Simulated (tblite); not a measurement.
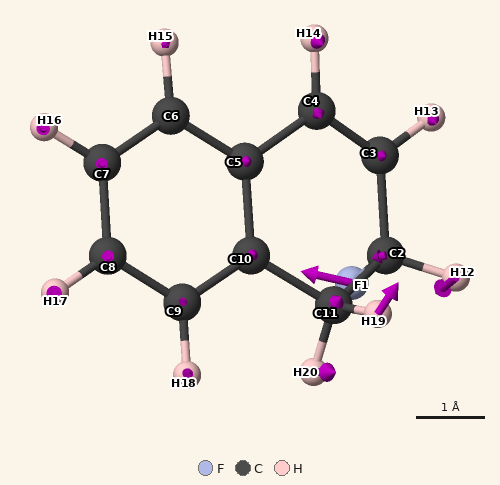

This is a relaxation of C10H9F. The starting structure is drawn; purple arrows show the displacements, magnified 3 times. The two geometries are superimposed by the best rigid fit.

Style: ball-and-stick. Shown at a tilt.

Method: tblite 0.8.0, GFN2-xTB geometry optimisation, gas phase. 

### What did the optimiser do to the structure, and how much energy did it gain?

The largest move after the best rigid fit is that of F1, 0.26 Å. By element the largest moves are F 0.26 Å, H 0.24 Å, C 0.09 Å. Among the contacts that change: C9–C10 1.411 → 1.385 Å, F1–C2 1.374 → 1.397 Å, C3–H13 1.100 → 1.079 Å, C4–C5 1.470 → 1.452 Å. Bond angles that change, for instance: C2–C3–C4 124.2° → 120.9°, C3–C4–C5 119.4° → 122.1°, C4–C3–H13 119.5° → 121.8°. After 55 geometry steps the energy has fallen by 10.6 kJ/mol. The run took 0.35 s on 1 thread of Arm Neoverse V2, with other jobs on the host.
